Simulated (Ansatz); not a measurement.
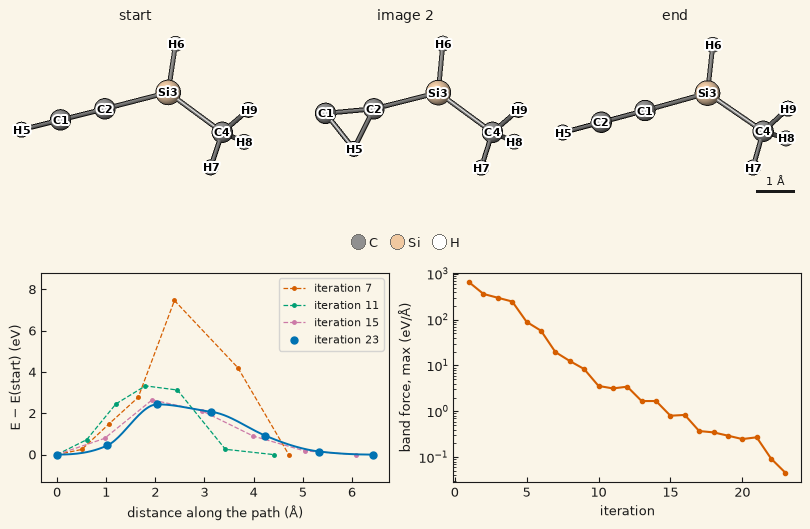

NEB run on C$_{3}$H$_{5}$Si (charge +1). Images are numbered from 0 (start) to 6 (end). The plot follows the band through its iterations. The picture is a ball-and-stick view, seen at a tilt.

All numbers below come from Ansatz 0.2.0, UKS PBE-D4/def2-SVP. Settings: 5 movable images; climbing image; force threshold 0.05 eV/Å; iteration limit 60; starting path through a guess of the saddle point.

Did the band converge, and can the barrier be trusted?

The result is final at these settings. The band converged in 23 iterations. The largest component of the band force went from 650 to 0.046 eV/Å. The climbing image converged on the top of the path. Its vibrational analysis gives one imaginary mode (882i cm⁻¹), as a transition state must have. The first iteration put the highest image at 250.45 eV. The barrier is about 2.43 eV in both directions, with image 2 at the top; the ends have the same energy.

Cost: 2 min on 2 threads of Intel(R) Xeon(R) 6975P-C (Granite Rapids), on a shared host, peak memory 0.2 GiB.
